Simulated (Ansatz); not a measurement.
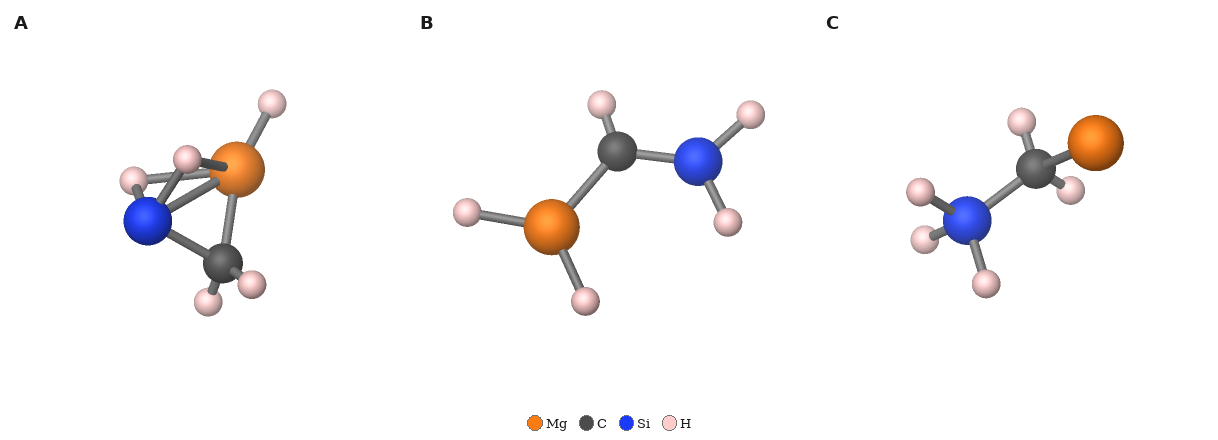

3 stationary structures of one formula. Charge −1, singlet. Geometries: PBE0-D4/def2-TZVPD. Electronic energies: RHF-CCSD(T) (frozen core)/def2-TZVPPD (Ansatz 0.2.0), without zero-point energy. No frequency run is at hand to confirm each as a minimum. Each is one conformer, not always the lowest.

Rank them by energy, lowest first.

Answer. C is lowest (Cs); A lies 51.8 kJ/mol above it (Cs), B lies 145.7 kJ/mol above it (Cs).
